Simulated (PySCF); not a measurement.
```tsv
atom	x (Å)	y (Å)	z (Å)
Na	0.0000	0.0000	-0.8485
O	0.0000	0.0000	1.2195
```

Computed with PBE0/def2-SVPD, non-relativistic Hamiltonian with scalar-relativistic core potentials where named, at a bond length of 2.068 Å in PySCF 2.14.0.

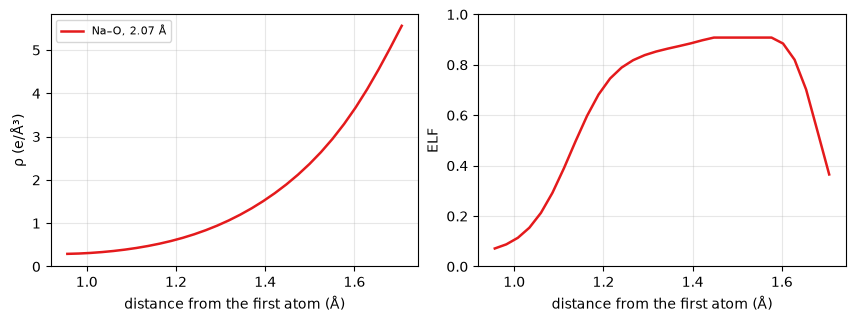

NaO (doublet). Electron density and electron localisation function along straight lines between neighbouring atoms. The curves leave out the atomic cores.

What kind of bonding do the profiles show?

Na–O (2.07 Å): ρ is about 0.33 e/Å³ halfway; the ELF peaks at about 0.90 in the valence shell of O, 0.6 Å from its nucleus, and is about 0.15 at the midpoint: an ionic contact with no shared pair.
